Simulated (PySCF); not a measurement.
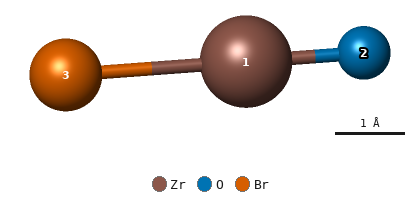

Fig. 1: The input geometry (ball-and-stick view, seen at a tilt; atoms are numbered from 1 in the order of the input). Sticks mark near contacts.

## ZrOBr: frequency calculation

ZrOBr, multiplicity 2, computed with UKS-based PBE0, Zr def2-TZVP with ECP28, O def2-TZVP, Br def2-TZVP; non-relativistic Hamiltonian with a scalar-relativistic core potential; density fitting (PySCF 2.14.0).

Input:
```python
from pyscf import gto, scf, dft
mol = gto.M(atom='''
Zr     0.000000     0.000000    -0.988644
O      0.000000     0.000000    -2.732068
Br    -0.000000    -0.000000     1.680264''',
    basis={'Zr': 'def2-TZVP', 'O': 'def2-TZVP', 'Br': 'def2-TZVP'},
    ecp={'Zr': 'def2-TZVP'},
    charge=0, spin=1)
mf = dft.UKS(mol, xc='PBE0')
mf.grids.atom_grid = (75, 302)
aux = {'Zr': 'def2-universal-JKFIT', 'O': 'def2-universal-JKFIT', 'Br': 'def2-universal-JKFIT'}
mf = mf.density_fit(auxbasis=aux)
mf.conv_tol = 1e-09
mf.diis_space = 10
mf.max_cycle = 60
mf.verbose = 4
mf.kernel()
```

The script is an equivalent of the set-up of the self-consistent field. The run itself was carried out by a driver, which started from the orbitals of the step before it where there was one and computed the further properties.

Machine: 4 threads of Intel Xeon (Sapphire Rapids), 16 GiB of memory available, shared host.

Run as:
```bash
OMP_NUM_THREADS=4 python axn.py task.json out
```

The program's output:
```
init E= -2696.1344746743
  alpha nocc = 28  HOMO = -0.205787383040303  LUMO = -0.0723537148473305
  beta  nocc = 27  HOMO = -0.291156241461685  LUMO = -0.0954438446069028
  HOMO = -0.20578738304  LUMO = -0.0954438446069  gap/eV = 3.00260
cycle= 1 E= -2696.13447467428  delta_E= 1.55e-11  |g|= 4.17e-06  |ddm|= 3.32e-06
  alpha nocc = 28  HOMO = -0.205788455374318  LUMO = -0.0723547334726236
  beta  nocc = 27  HOMO = -0.291155573082081  LUMO = -0.0954443176779444
  HOMO = -0.205788455374  LUMO = -0.0954443176779  gap/eV = 3.00262
Extra cycle  E= -2696.13447467423  delta_E= 5.37e-11  |g|= 1.23e-05  |ddm|= 8.1e-06
converged SCF energy = -2696.13447467423  <S^2> = 0.75819298  2S+1 = 2.0081763
```

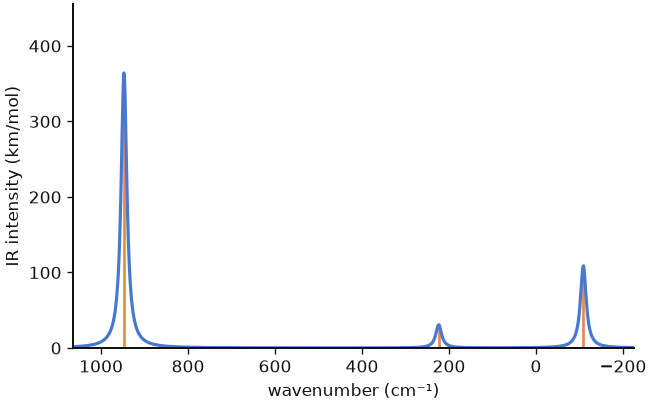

Fig. 2: Harmonic infrared spectrum, unscaled: sticks (degenerate modes added up, dark ones marked on the axis) with a Lorentzian envelope of 16 cm⁻¹ full width, scaled to the tallest stick; imaginary modes are drawn at negative wavenumbers. 4 modes from 109i to 947 cm⁻¹, 2 imaginary beyond 8i (109i, 109i cm⁻¹): not a minimum. The strongest line is at 947 cm⁻¹ (364 km/mol). All modes, in cm⁻¹ (km/mol): 109i (54), 109i (54), 224 (31), 947 (364).

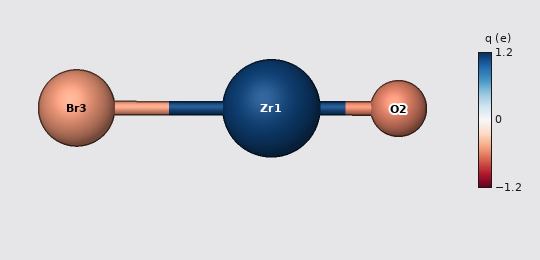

Fig. 3: Mulliken charges, as the colour of each atom (ball-and-stick view, seen at a tilt; atoms are numbered from 1 in the order of the input). By element: Zr +1.12, O −0.59 and Br −0.53 e.

Results in brief:

```csv
quantity,value
outcome,converged
total energy,−2696.134475 hartree
⟨S²⟩,0.758
zero-point energy,0.002667 hartree
dipole moment,0.60 D
"wavenumbers, lowest and highest",109i and 947 cm⁻¹
wall time,45 s (CPU time 2.6 min)
peak memory,1 GiB
```
